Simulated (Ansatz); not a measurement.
# H3O (doublet): one geometry, many settings at distance H1–H2 along a hydrogen transfer = 1.027 Å

Aim: run H3O (doublet) at one geometry under a spread of methods and options, and see what each costs and gives.

Program: Ansatz 0.2.0, Gaussian basis. Level of theory: the settings change from run to run. These are calculated values, not measurements.

6 further runs of the same task are left out: 6 that didn't finish.

### 1 What is computed

The geometry derives from fragments relaxed apart (PBE0/def2-TZVP) and kept rigid, so it is no stationary point. A hydrogen atom is moved between rigid fragments.

4 atoms, charge 0, spin multiplicity 2.

Atoms are counted from 1 here; the program's logs count them from 0.

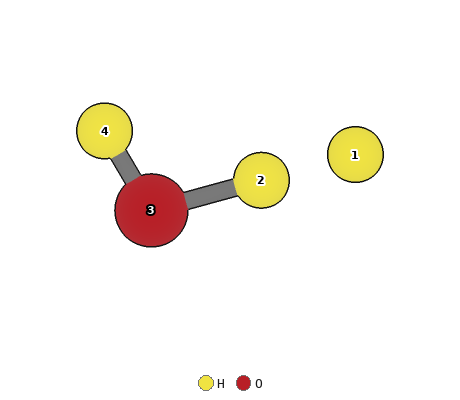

The geometry (hydrogen yellow, oxygen red); atoms are numbered from 1 in the order of the file.

Geometry (Å):

```xyz
4
charge 0, multiplicity 2
H    -2.0606    0.0498    0.0000
H    -1.0336    0.0498    0.0000
O     0.1684    0.0498    0.0000
H     0.4203   -0.8901    0.0000
```

### 2 BCCD(T) on ROHF/6-31G

in.yaml

```yaml
crystal:
  periodic: [false, false, false]
  atoms:
    - {symbol: H, position_ang: [-2.060554, 0.049803, 0.000000]}
    - {symbol: H, position_ang: [-1.033554, 0.049803, 0.000000]}
    - {symbol: O, position_ang: [0.168446, 0.049803, 0.000000]}
    - {symbol: H, position_ang: [0.420305, -0.890147, 0.000000]}
basis:
  gaussian: {orbitals: 6-31G}
magnetization: {spin_polarized: false, initial_magnetization: 1}
correlation: {method: bccd_t, electrons: outside_noble_gas}
accuracy: high
```

The run is started by

```
$ ansatz run in.yaml --threads 1 --pin off --events-out ev --progress --plain --max-ram 2393MiB
```

The log of the run, shortened:

```text
Functional definition: HF
  name "HF"
  cite "Fock, Z. Phys. 61, 126 (1930) doi:10.1007/BF01340294"
  parent pbe
[...]
279 factors; integrals over basis functions are off by at most 3.9e-9 eV
[...]
mean field -2079.71220846 eV, -76.4280139814 hartree, gradient 9.8e-8 eV, S^2 0.750000; 4 other end points of the search recorded, 0 dependent functions left out
[...]
determinant -2079.71220846 eV, -76.4280139814 hartree, with singles and doubles -2084.03472098 eV, -76.5868633865 hartree
determinant -2078.80571933 eV, -76.3947011203 hartree, with singles and doubles -2082.22775731 eV, -76.5204586963 hartree
1 core orbitals not correlated: weight in the atoms' cores, before any rotation towards them, 1.000 or more for the frozen orbitals, at most 0.000 for the correlated occupied ones
reference -2079.71220846 eV, -76.4280139814 hartree; 5, 4 occupied and 9, 10 virtual orbitals, 279 factors
second order -3.91893117 eV of doubles, -0.15788924 eV of singles
cycle   1  -4.32991377 eV  change   -7.4e-3 eV  update   9.4e-3
[...]
cycle  21  -4.32294415 eV  change  -8.4e-10 eV  update  5.1e-10
perturbative correction -0.05391015 eV, -0.0019811616 hartree
Total energy: -2084.08906277 eV, -76.5888604105 hartree
```

It took 0.57 s on 1 thread of Arm Neoverse V1, shared host.

From the report: correlation -4.3769 eV; largest double amplitude 0.08.

### 3 CCSD(T) on ROHF/6-31G

Edit in.yaml of step 2 so:

```diff
@@ -10,3 +10,3 @@
 magnetization: {spin_polarized: false, initial_magnetization: 1}
-correlation: {method: bccd_t, electrons: outside_noble_gas}
-accuracy: high
+correlation: {method: ccsd_t, electrons: valence}
+output: {forces: true}
```

The command is unchanged.

The log of the run, shortened:

```text
Functional definition: HF
  name "HF"
  cite "Fock, Z. Phys. 61, 126 (1930) doi:10.1007/BF01340294"
  parent pbe
[...]
171 factors; integrals over basis functions are off by at most 6.8e-4 eV
[...]
mean field -2079.71215777 eV, -76.4280121187 hartree, gradient 5.2e-6 eV, S^2 0.750000; 4 other end points of the search recorded, 0 dependent functions left out
[...]
determinant -2079.71215777 eV, -76.4280121187 hartree, with singles and doubles -2084.03463185 eV, -76.5868601110 hartree
determinant -2078.80566181 eV, -76.3946990064 hartree, with singles and doubles -2082.22765278 eV, -76.5204548550 hartree
1 core orbitals not correlated: weight in the atoms' cores, before any rotation towards them, 1.000 or more for the frozen orbitals, at most 0.000 for the correlated occupied ones
reference -2079.71215777 eV, -76.4280121187 hartree; 5, 4 occupied and 9, 10 virtual orbitals, 171 factors
second order -3.91885475 eV of doubles, -0.15788869 eV of singles
cycle   1  -4.32183857 eV  change    6.4e-4 eV  update   8.3e-4
[...]
cycle   9  -4.32157646 eV  change   -3.2e-7 eV  update   5.8e-7
perturbative correction -0.05353883 eV, -0.0019675157 hartree
[...]
Total energy: -2084.08727306 eV, -76.5887946399 hartree
Atom 0 at    -2.060554     0.049803     0.000000 Å, force     0.143339    -0.092988     0.000000 eV/Å
Atom 1 at    -1.033554     0.049803     0.000000 Å, force     1.269865     0.086801     0.000000 eV/Å
Atom 2 at     0.168446     0.049803     0.000000 Å, force    -1.516431     0.800134    -0.000000 eV/Å
Atom 3 at     0.420305    -0.890147     0.000000 Å, force     0.103227    -0.793947    -0.000000 eV/Å
Dipole moment:    -0.181227    -0.402618    -0.000000 e Å
```

It took 0.42 s on 1 thread of Arm Neoverse V1, shared host.

From the report: correlation -4.3751 eV; T1 0.029; largest double amplitude 0.08.

### 4 MP2 on ROHF/def2-SVPD

Edit in.yaml of step 3 so:

```diff
@@ -8,5 +8,4 @@
 basis:
-  gaussian: {orbitals: 6-31G}
+  gaussian: {orbitals: def2-SVPD}
 magnetization: {spin_polarized: false, initial_magnetization: 1}
-correlation: {method: ccsd_t, electrons: valence}
-output: {forces: true}
+correlation: {method: mp2, electrons: outside_noble_gas}
```

The command is unchanged.

The log of the run, shortened:

```text
Functional definition: HF
  name "HF"
  cite "Fock, Z. Phys. 61, 126 (1930) doi:10.1007/BF01340294"
  parent pbe
[...]
460 factors; integrals over basis functions are off by at most 1.2e-3 eV
[...]
mean field -2079.29428629 eV, -76.4126556248 hartree, gradient 8.4e-7 eV, S^2 0.750000; 4 other end points of the search recorded, 0 dependent functions left out
[...]
1 core orbitals not correlated: weight in the atoms' cores, before any rotation towards them, 1.000 or more for the frozen orbitals, at most 0.000 for the correlated occupied ones
reference -2079.29428629 eV, -76.4126556248 hartree; 5, 4 occupied and 41, 42 virtual orbitals, 460 factors
second order -6.43877231 eV of doubles, -0.11700835 eV of singles
Total energy: -2085.85006695 eV, -76.6535761206 hartree
```

It took 0.48 s on 1 thread of Arm Neoverse V1, shared host.

### 5 CASSCF(5,3)/cc-pVDZ

Edit in.yaml of step 4 so:

```diff
@@ -8,4 +8,5 @@
 basis:
-  gaussian: {orbitals: def2-SVPD}
+  gaussian: {orbitals: cc-pVDZ}
 magnetization: {spin_polarized: false, initial_magnetization: 1}
-correlation: {method: mp2, electrons: outside_noble_gas}
+correlation: {active_space: {window: {electrons: 5, orbitals: 3}, states: [{multiplicity: 2, weights: [1, 1, 1]}], root: 0}}
+output: {forces: true}
```

Same command.

The log of the run, shortened:

```text
Functional definition: HF
  name "HF"
  cite "Fock, Z. Phys. 61, 126 (1930) doi:10.1007/BF01340294"
  parent pbe
[...]
468 factors; integrals over basis functions are off by at most 2.0e-7 eV
[...]
mean field -2080.76567926 eV, -76.4667283192 hartree, gradient 3.2e-6 eV, S^2 0.750000; 4 other end points of the search recorded, 0 dependent functions left out
reference -2080.76567926 eV, -76.4667283192 hartree; 6, 5 occupied and 23, 24 virtual orbitals, 468 factors
state -2080.41383716 eV, -76.4537983604 hartree
state -2079.69213710 eV, -76.4272763723 hartree
state -2076.03860483 eV, -76.2930115379 hartree
[...]
Total energy: -2080.41383716 eV, -76.4537983604 hartree
Atom 0 at    -2.060554     0.049803     0.000000 Å, force     2.533123    -0.239806     0.000000 eV/Å
Atom 1 at    -1.033554     0.049803     0.000000 Å, force    -3.161884     0.322693     0.000000 eV/Å
Atom 2 at     0.168446     0.049803     0.000000 Å, force     1.020972    -0.964367     0.000000 eV/Å
Atom 3 at     0.420305    -0.890147     0.000000 Å, force    -0.392211     0.881480    -0.000000 eV/Å
Dipole moment:     0.083449    -0.345634     0.000000 e Å
```

Run time: 0.33 s. Hardware: 1 thread of Arm Neoverse V1, shared host.

From the report: 3 determinants; active occupations (of the averaged states) 1.67, 1.67, 1.67.

### 6 The runs in one table

Where basis and cores are those of an earlier FCI/6-31G run (-2084.1095 eV), and the state is the same kind, the miss against it is given.

```tsv
level	correlated	functions	energy (eV)	from FCI (meV)	time
BCCD(T) on ROHF/6-31G	outside noble gas	15	-2084.0891	20.5	0.57 s
CCSD(T) on ROHF/6-31G	valence	15	-2084.0873	22.2	0.42 s
MP2 on ROHF/def2-SVPD	outside noble gas	47	-2085.8501		0.48 s
CASSCF(5,3)/cc-pVDZ (lowest root of an average)		29	-2080.4138		0.33 s
```

### 7 Outcome

```
quantity                                                    value
    runs                                                        4
quickest  CASSCF(5,3)/cc-pVDZ (lowest root of an average), 0.33 s
 slowest                            BCCD(T) on ROHF/6-31G, 0.57 s
```

Total energies in different bases, with other cores or another treatment of relativity can't be set against each other. The times lie within a factor of two. Among the correlated runs with a miss given, it spans +20 to +22 meV.
